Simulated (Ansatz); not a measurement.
**CH5SSi−: an energy map over angle C1–Si2–S3 and dihedral C1–Si2–S3–H8**

How does the energy of CH5SSi, SMILES C[SiH-]S, charge −1 change over two coordinates at once? A grid of runs gives the map.

Program: Ansatz 0.2.0. Level of theory: RKS PBE-D4/def2-SVPD. These are calculated values, not measurements.

## (1) Starting geometry

SMILES `C[SiH-]S`, 8 atoms, charge -1, spin multiplicity 1.

Atoms are counted from 1 here; the program's logs count them from 0.

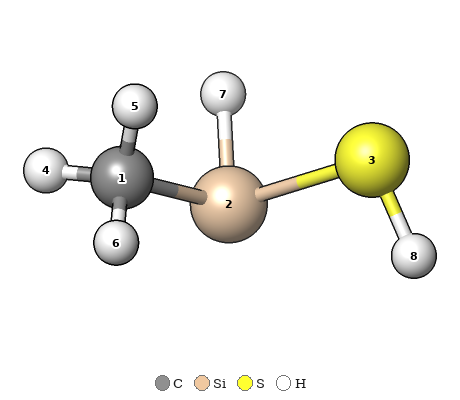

The starting geometry (carbon grey, silicon light orange, sulfur yellow, hydrogen white); atoms are numbered from 1 in the order of the file.

As a file:

```
C    -0.61352    0.87891   -0.43101
Si    1.03784   -0.20616   -0.39367
S     0.35644   -1.79559    1.16473
H    -0.38097    1.87451   -0.87389
H    -1.06515    1.05211    0.56952
H    -1.38728    0.40586   -1.07254
H     1.71707    0.64989    0.72055
H     0.33556   -2.85954    0.31631
```

This geometry comes from a loose relaxation at PBE in a small basis, which is not shown.

## (2) Relaxing the molecule

input.yaml

```yaml
crystal:
  periodic: [false, false, false]
  atoms:
    - { symbol: C, position_ang: [-0.613523, 0.878911, -0.431012] }
    - { symbol: Si, position_ang: [1.037843, -0.206155, -0.393669] }
    - { symbol: S, position_ang: [0.356437, -1.795593, 1.164731] }
    - { symbol: H, position_ang: [-0.380968, 1.874513, -0.873894] }
    - { symbol: H, position_ang: [-1.065154, 1.052114, 0.569522] }
    - { symbol: H, position_ang: [-1.387276, 0.405858, -1.072535] }
    - { symbol: H, position_ang: [1.717072, 0.649893, 0.720548] }
    - { symbol: H, position_ang: [0.335559, -2.859542, 0.316308] }
total_charge: -1
basis:
  gaussian: { orbitals: def2-SVPD }
hamiltonian:
  xc: pbe
  dispersion: d4
output:
  forces: true
relax:
  f_tol: 0.003
  max_steps: 120
```

Launch:

```sh
> ansatz run input.yaml --threads 1 --pin off --max-ram 2560MiB --backend cpu --events-out ev --progress --plain --runs-dir out
```

What it wrote (excerpt; [...] marks lines left out):

```text
Warning: RAYON_NUM_THREADS=1 ignored (pool sized by the plan → 1); use --threads N
[...]
Functional definition: PBE
[...]
987 factors; their error is unknown
[...]
mean field -19815.85670617 eV, -728.2193022818 hartree, gradient 2.1e-5 eV, S^2 0.000000; 0 other end points of the search recorded, 0 dependent functions left out
[...]
reference -19815.85675462 eV, -728.2193040621 hartree; 21, 21 occupied and 90, 90 virtual orbitals, 987 factors
relax step   1: F+E_penalty+E_count = -19816.05629136 eV  Δ(F+E_penalty+E_count) = +0.000e0 eV  max|allowed force component| = 2.689e-2 eV/Å  Δτ_max = 0.0000 Å  (28 SCF iters, accepted)
[...]
relax step   3: F+E_penalty+E_count = -19816.05646196 eV  Δ(F+E_penalty+E_count) = -4.673e-5 eV  max|allowed force component| = 5.229e-3 eV/Å  Δτ_max = 0.0033 Å  (23 SCF iters, accepted)
[...]
relax step   4: F+E_penalty+E_count = -19816.05646712 eV  Δ(F+E_penalty+E_count) = -5.159e-6 eV  max|allowed force component| = 2.990e-3 eV/Å  Δτ_max = 0.0027 Å  (23 SCF iters, accepted)
987 factors; their error is unknown
mean field -19815.85699758 eV, -728.2193129907 hartree, gradient 9.9e-6 eV, S^2 0.000000; 1 other end points of the search recorded, 0 dependent functions left out
[...]
reference -19815.85704606 eV, -728.2193147722 hartree; 21, 21 occupied and 90, 90 virtual orbitals, 987 factors
Total energy: -19816.05651560 eV, -728.2266451428 hartree
Atom 0 at    -0.614803     0.881121    -0.428550 Å, force     0.000067    -0.002990    -0.000230 eV/Å
Atom 1 at     1.037365    -0.202981    -0.390376 Å, force     0.000309     0.002465    -0.002119 eV/Å
Atom 2 at     0.354981    -1.798718     1.163709 Å, force    -0.001211     0.001003     0.001559 eV/Å
Atom 3 at    -0.383223     1.872252    -0.882458 Å, force     0.000164    -0.001154     0.000228 eV/Å
Atom 4 at    -1.068290     1.061751     0.569951 Å, force     0.001096     0.000144    -0.000899 eV/Å
Atom 5 at    -1.386043     0.401286    -1.068155 Å, force    -0.002082     0.000616     0.000369 eV/Å
Atom 6 at     1.722293     0.646868     0.723690 Å, force     0.000832    -0.002291     0.002007 eV/Å
Atom 7 at     0.337710    -2.861581     0.312188 Å, force     0.000825     0.002208    -0.000915 eV/Å
Dipole moment:    -0.381740     0.007290     0.053287 e Å
```

It took 16 s on 1 thread of Arm Neoverse V2, shared host; peak memory 0.13 GiB.

The steps of the relaxation:

```
step  energy from step 1 (eV)  largest force component (eV/Å)
   1                   0.0000                          0.0269
   2                  -0.0001                          0.0178
   3                  -0.0002                          0.0052
   4                  -0.0002                          0.0030
```

Close pairs (by a distance rule), those that changed most:

```
  bond  before (Å)  after (Å)  change (Å)
Si2–S3       2.328      2.330      +0.002
 S3–H8       1.361      1.362      +0.001
Si2–H7       1.561      1.560      -0.001
 C1–H4       1.114      1.114      +0.000
C1–Si2       1.976      1.976      +0.000
 C1–H5       1.111      1.111      +0.000
 C1–H6       1.111      1.111      +0.000
```

## (3) The grid

First coordinate, angle C1–Si2–S3: 15 values from 73.3 to 123.3 °. Second coordinate, dihedral C1–Si2–S3–H8: 15 values from −180 to 156 °, periodic.

Nothing else is relaxed (all other coordinates rigid). Energies count from the relaxed molecule at the same level. Points are written as (first, second).

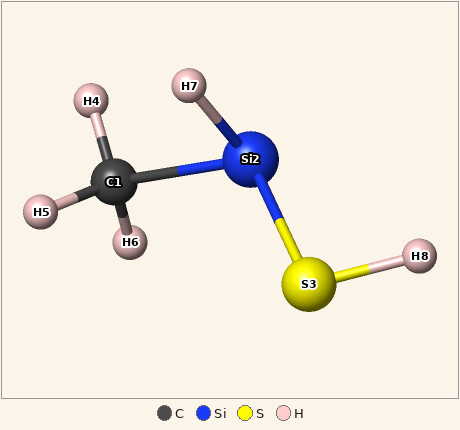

The geometry at (123.3°, 156°).

Of the runs on the grid, 3 are shown in the steps below; the others differ only in the two coordinates.

## (4) Grid point (123.3°, 156°)

input.yaml

```yaml
crystal:
  periodic: [false, false, false]
  atoms:
    - { symbol: C, position_ang: [-0.110456, 1.29155, -0.986427] }
    - { symbol: Si, position_ang: [1.037365, -0.202981, -0.390376] }
    - { symbol: S, position_ang: [0.354981, -1.798718, 1.163709] }
    - { symbol: H, position_ang: [0.529866, 2.065091, -1.469774] }
    - { symbol: H, position_ang: [-0.682412, 1.784408, -0.170805] }
    - { symbol: H, position_ang: [-0.839838, 0.947513, -1.750487] }
    - { symbol: H, position_ang: [1.722293, 0.646868, 0.72369] }
    - { symbol: H, position_ang: [1.206485, -2.786456, 0.770798] }
total_charge: -1
basis:
  gaussian: { orbitals: def2-SVPD }
hamiltonian:
  xc: pbe
  dispersion: d4
output:
  forces: true
```

Launch:

```sh
> ansatz run input.yaml --threads 1 --pin off --max-ram 2560MiB --backend cpu --events-out ev --progress --plain --runs-dir out
```

What it wrote (excerpt; [...] marks lines left out):

```text
Warning: RAYON_NUM_THREADS=1 ignored (pool sized by the plan → 1); use --threads N
[...]
Functional definition: PBE
[...]
987 factors; their error is unknown
[...]
mean field -19815.35310748 eV, -728.2007953713 hartree, gradient 1.8e-5 eV, S^2 0.000000; 0 other end points of the search recorded, 0 dependent functions left out
[...]
reference -19815.35315621 eV, -728.2007971621 hartree; 21, 21 occupied and 90, 90 virtual orbitals, 987 factors
Total energy: -19815.53948913 eV, -728.2076447703 hartree
Atom 0 at    -0.110456     1.291550    -0.986427 Å, force    -0.877871    -0.426631     0.484861 eV/Å
Atom 1 at     1.037365    -0.202981    -0.390376 Å, force     1.746289     0.088324    -0.658072 eV/Å
Atom 2 at     0.354981    -1.798718     1.163709 Å, force    -0.731005     0.101574     0.489610 eV/Å
Atom 3 at     0.529866     2.065091    -1.469774 Å, force     0.163277    -0.280958     0.160739 eV/Å
Atom 4 at    -0.682412     1.784408    -0.170805 Å, force    -0.110206     0.190468    -0.038627 eV/Å
Atom 5 at    -0.839838     0.947513    -1.750487 Å, force    -0.034572     0.077923    -0.038180 eV/Å
Atom 6 at     1.722293     0.646868     0.723690 Å, force    -0.059065     0.067332    -0.082692 eV/Å
Atom 7 at     1.206485    -2.786456     0.770798 Å, force    -0.096847     0.181967    -0.317638 eV/Å
Dipole moment:    -0.323496     0.130593     0.029492 e Å
```

Wall time 2.8 s (1 thread of Arm Neoverse V2, shared host); peak memory 0.13 GiB.

Energy on the map's scale: 49.9 kJ/mol.

## (5) Grid point (98.3°, 108°)

input.yaml

```yaml
crystal:
  periodic: [false, false, false]
  atoms:
    - { symbol: C, position_ang: [-0.614291, 0.881871, -0.429372] }
    - { symbol: Si, position_ang: [1.037365, -0.202981, -0.390376] }
    - { symbol: S, position_ang: [0.354981, -1.798718, 1.163709] }
    - { symbol: H, position_ang: [-0.382096, 1.872795, -0.883417] }
    - { symbol: H, position_ang: [-1.068048, 1.06293, 0.568929] }
    - { symbol: H, position_ang: [-1.385526, 0.402249, -1.069143] }
    - { symbol: H, position_ang: [1.722293, 0.646868, 0.72369] }
    - { symbol: H, position_ang: [0.21908, -2.833652, 0.288776] }
total_charge: -1
basis:
  gaussian: { orbitals: def2-SVPD }
hamiltonian:
  xc: pbe
  dispersion: d4
output:
  forces: true
```

Launch:

```sh
> ansatz run input.yaml --threads 1 --pin off --max-ram 2560MiB --backend cpu --events-out ev --progress --plain --runs-dir out
```

What it wrote (excerpt; [...] marks lines left out):

```text
Warning: RAYON_NUM_THREADS=1 ignored (pool sized by the plan → 1); use --threads N
[...]
Functional definition: PBE
[...]
987 factors; their error is unknown
[...]
mean field -19815.85574950 eV, -728.2192671245 hartree, gradient 4.7e-5 eV, S^2 0.000000; 0 other end points of the search recorded, 0 dependent functions left out
[...]
reference -19815.85579790 eV, -728.2192689034 hartree; 21, 21 occupied and 90, 90 virtual orbitals, 987 factors
Total energy: -19816.05538145 eV, -728.2266034634 hartree
Atom 0 at    -0.614291     0.881871    -0.429372 Å, force     0.002810     0.011107     0.001005 eV/Å
Atom 1 at     1.037365    -0.202981    -0.390376 Å, force    -0.016498     0.003876    -0.025683 eV/Å
Atom 2 at     0.354981    -1.798718     1.163709 Å, force    -0.005925     0.014193     0.018425 eV/Å
Atom 3 at    -0.382096     1.872795    -0.883417 Å, force    -0.002720     0.002375    -0.006470 eV/Å
Atom 4 at    -1.068048     1.062930     0.568929 Å, force     0.003125    -0.004820     0.001184 eV/Å
Atom 5 at    -1.385526     0.402249    -1.069143 Å, force    -0.001452     0.001190    -0.001207 eV/Å
Atom 6 at     1.722293     0.646868     0.723690 Å, force     0.001599    -0.024986     0.017152 eV/Å
Atom 7 at     0.219080    -2.833652     0.288776 Å, force     0.019061    -0.002934    -0.004406 eV/Å
Dipole moment:    -0.391186     0.009205     0.052486 e Å
```

Wall time 3.2 s (1 thread of Arm Neoverse V2, shared host); peak memory 0.13 GiB.

Energy on the map's scale: 0.11 kJ/mol.

## (6) The run at (116.1°, −156°)

input.yaml

```yaml
crystal:
  periodic: [false, false, false]
  atoms:
    - { symbol: C, position_ang: [-0.282717, 1.199796, -0.833086] }
    - { symbol: Si, position_ang: [1.037365, -0.202981, -0.390376] }
    - { symbol: S, position_ang: [0.354981, -1.798718, 1.163709] }
    - { symbol: H, position_ang: [0.247111, 2.049683, -1.321939] }
    - { symbol: H, position_ang: [-0.835832, 1.60228, 0.042901] }
    - { symbol: H, position_ang: [-1.031779, 0.820278, -1.560424] }
    - { symbol: H, position_ang: [1.722293, 0.646868, 0.72369] }
    - { symbol: H, position_ang: [1.598425, -2.160447, 1.585683] }
total_charge: -1
basis:
  gaussian: { orbitals: def2-SVPD }
hamiltonian:
  xc: pbe
  dispersion: d4
output:
  forces: true
```

Launch:

```sh
> ansatz run input.yaml --threads 1 --pin off --max-ram 2560MiB --backend cpu --events-out ev --progress --plain --runs-dir out
```

What it wrote (excerpt; [...] marks lines left out):

```text
Warning: RAYON_NUM_THREADS=1 ignored (pool sized by the plan → 1); use --threads N
[...]
Functional definition: PBE
[...]
987 factors; their error is unknown
[...]
mean field -19815.41476260 eV, -728.2030611551 hartree, gradient 1.8e-5 eV, S^2 0.000000; 0 other end points of the search recorded, 0 dependent functions left out
[...]
reference -19815.41481212 eV, -728.2030629748 hartree; 21, 21 occupied and 90, 90 virtual orbitals, 987 factors
Total energy: -19815.60475663 eV, -728.2100433069 hartree
Atom 0 at    -0.282717     1.199796    -0.833086 Å, force    -0.614332    -0.413706     0.505092 eV/Å
Atom 1 at     1.037365    -0.202981    -0.390376 Å, force     1.409810     0.303661    -0.714619 eV/Å
Atom 2 at     0.354981    -1.798718     1.163709 Å, force    -0.902735    -0.179831     0.397844 eV/Å
Atom 3 at     0.247111     2.049683    -1.321939 Å, force     0.153786    -0.234110     0.103417 eV/Å
Atom 4 at    -0.835832     1.602280     0.042901 Å, force    -0.120514     0.154171     0.010316 eV/Å
Atom 5 at    -1.031779     0.820278    -1.560424 Å, force    -0.017278     0.062190    -0.022235 eV/Å
Atom 6 at     1.722293     0.646868     0.723690 Å, force     0.038926     0.093729    -0.073860 eV/Å
Atom 7 at     1.598425    -2.160447     1.585683 Å, force     0.052337     0.213896    -0.205955 eV/Å
Dipole moment:    -0.289837     0.155607     0.140564 e Å
```

It took 3.1 s on 1 thread of Arm Neoverse V2, shared host; peak memory 0.13 GiB.

On the map this point reads 43.6 kJ/mol.

## (7) The map

225 points were computed. Energies in kJ/mol, from the relaxed molecule at the same level:

```tsv
dihedral C1–Si2–S3–H8 (°) ↓, angle C1–Si2–S3 (°) →	73.3	76.8	80.4	84.0	87.6	91.1	94.7	98.3	101.8	105.4	109.0	112.6	116.1	119.7	123.3
156	52.0	34.8	22.2	13.6	8.2	5.4	4.7	5.7	8.3	12.3	17.7	24.2	31.6	40.2	49.9
132	61.6	41.1	25.9	15.1	7.9	3.6	1.4	1.3	2.8	5.8	10.2	15.9	22.5	30.4	39.3
108	73.0	49.3	31.5	18.7	9.9	4.3	1.2	0.1	0.9	3.2	7.0	12.1	18.2	25.7	34.1
84	79.8	54.8	36.0	22.7	13.5	7.7	4.4	3.2	3.9	6.2	10.0	15.1	21.2	28.6	37.1
60	82.8	57.8	39.4	26.6	17.9	12.7	9.9	9.3	10.5	13.3	17.5	23.0	29.6	37.3	46.1
36	89.1	62.8	43.8	30.7	22.2	17.3	14.9	14.8	16.5	19.9	24.6	30.6	37.6	45.8	55.0
12	100.0	69.2	47.4	32.8	23.5	18.1	15.6	15.4	17.2	20.6	25.5	31.7	38.8	47.1	56.5
−12	104.6	69.4	45.1	29.2	19.1	13.3	10.5	10.1	11.6	14.8	19.5	25.4	32.3	40.4	49.6
−36	92.5	60.9	38.7	23.8	14.1	8.3	5.3	4.6	5.7	8.5	12.7	18.2	24.6	32.3	41.0
−60	83.1	56.6	37.2	23.5	14.2	8.4	5.1	4.0	4.7	7.0	10.7	15.8	21.8	29.1	37.5
−84	84.5	59.7	41.0	27.7	18.5	12.6	9.2	7.9	8.5	10.7	14.4	19.3	25.3	32.6	40.9
−108	85.1	61.1	43.1	30.5	21.9	16.6	13.7	13.0	14.1	16.8	20.9	26.4	32.8	40.6	49.3
−132	76.1	54.5	38.7	27.8	20.8	16.9	15.3	15.7	17.8	21.5	26.6	33.0	40.3	48.8	58.4
−156	61.5	43.2	30.1	21.4	16.1	13.6	13.3	14.8	17.9	22.5	28.4	35.6	43.6	52.9	63.2
−180	51.4	35.1	23.3	15.7	11.1	9.1	9.1	11.0	14.2	19.0	25.0	32.2	40.3	49.6	59.9
```

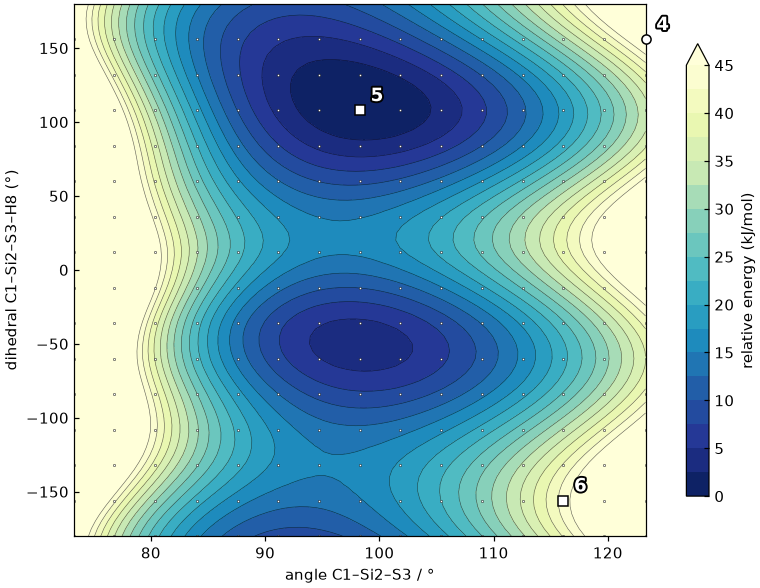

The map; numbers mark the steps of this session that print a point's run. In the figure: filled contours, dots at the grid points, one colour for all values above the top of the scale. Between grid points the surface is interpolated.

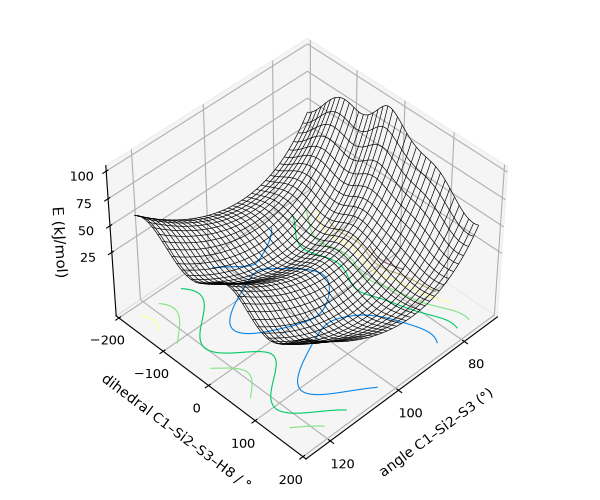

The same map in relief. Drawn: a relief with its contours projected below. Between grid points the surface is interpolated.

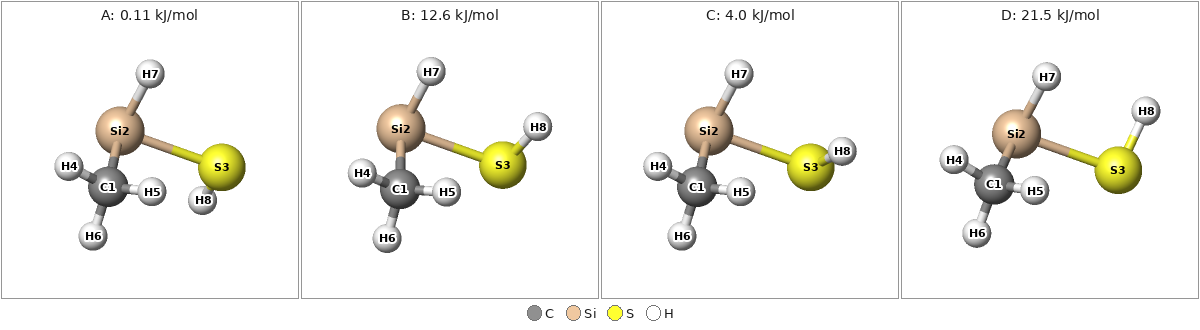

Structures on the grid, at one scale: A at (98.3°, 108°); B at (91.1°, −84°); C at (98.3°, −60°); D at (105.4°, −132°).

The largest force on an atom (eV/Å) at each point:

```csv
"dihedral C1–Si2–S3–H8 (°) ↓, angle C1–Si2–S3 (°) →",73.3,76.8,80.4,84.0,87.6,91.1,94.7,98.3,101.8,105.4,109.0,112.6,116.1,119.7,123.3
156,1.70,1.30,0.96,0.66,0.42,0.25,0.21,0.24,0.45,0.67,0.90,1.14,1.38,1.62,1.87
132,1.86,1.45,1.10,0.80,0.54,0.34,0.16,0.10,0.28,0.49,0.71,0.94,1.16,1.40,1.63
108,2.14,1.58,1.21,0.90,0.63,0.40,0.20,0.03,0.20,0.41,0.62,0.84,1.06,1.28,1.51
84,2.48,1.82,1.30,0.92,0.65,0.42,0.22,0.17,0.29,0.48,0.68,0.89,1.10,1.31,1.53
60,2.57,1.90,1.38,0.99,0.68,0.47,0.33,0.29,0.43,0.62,0.82,1.03,1.24,1.45,1.66
36,2.48,1.86,1.38,1.01,0.73,0.53,0.39,0.32,0.50,0.71,0.92,1.15,1.37,1.59,1.81
12,2.46,1.83,1.36,1.00,0.73,0.53,0.39,0.31,0.47,0.69,0.93,1.16,1.40,1.64,1.88
−12,2.55,1.91,1.41,1.02,0.70,0.49,0.36,0.31,0.37,0.59,0.82,1.06,1.30,1.54,1.79
−36,2.51,1.84,1.34,0.98,0.71,0.52,0.33,0.26,0.30,0.45,0.67,0.90,1.13,1.37,1.61
−60,2.54,1.89,1.38,0.99,0.67,0.47,0.29,0.16,0.18,0.35,0.57,0.79,1.01,1.24,1.47
−84,2.64,1.99,1.47,1.07,0.76,0.52,0.32,0.16,0.22,0.41,0.62,0.83,1.03,1.25,1.46
−108,2.47,1.86,1.38,1.02,0.75,0.55,0.39,0.29,0.41,0.60,0.79,1.00,1.20,1.41,1.61
−132,2.00,1.48,1.09,0.79,0.58,0.45,0.39,0.39,0.58,0.79,1.00,1.22,1.44,1.66,1.87
−156,1.70,1.28,0.92,0.62,0.38,0.31,0.35,0.44,0.66,0.89,1.13,1.37,1.61,1.85,2.09
−180,1.63,1.22,0.88,0.59,0.34,0.24,0.25,0.38,0.60,0.84,1.09,1.34,1.58,1.83,2.09
```

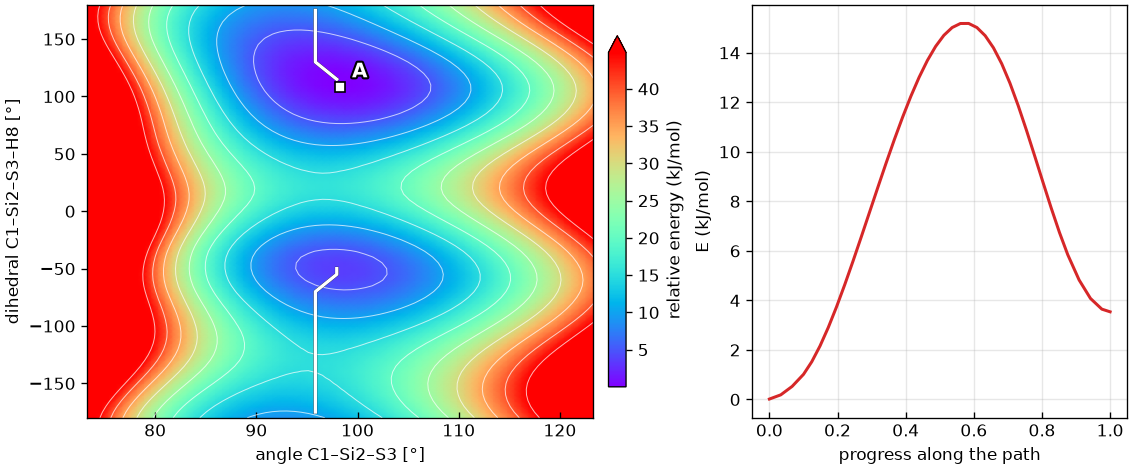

The easiest path on the interpolated surface, from A. Drawn: a smooth colour map, a line along the lowest path, one colour for all values above the top of the scale, the energy along the path at the right. Between grid points the surface is interpolated.

## (8) Summary of results

```
                       quantity                                                                     value
                   lowest point                                                (98.3°, 108°), 0.11 kJ/mol
         highest computed point                              (73.3°, −12°), 104.5 kJ/mol above the lowest
largest force on an atom (eV/Å)  0.03 at (98.3°, 108°) to 2.64 at (73.3°, −84°); 0.03 at the lowest point
        time for the whole task                                           12 min on 1 thread, shared host
```

What this shows: The lowest computed point is at (98.3°, 108°), 0.11 kJ/mol from the relaxed molecule at the same level. There is a further well near (98.3°, −60°) (3.9 kJ/mol above the lowest at that grid point). The highest computed point, (73.3°, −12°), lies 104.5 kJ/mol above the lowest. On the interpolated surface the easiest way out of the lowest well to the well at (98.3°, −60°) passes a barrier of about 15 kJ/mol. Round the minimum the valley is somewhat tilted: raising angle C1–Si2–S3 shifts the best value of dihedral C1–Si2–S3–H8 downwards (coupling k₁₂/√(k₁₁k₂₂) about 0.2).
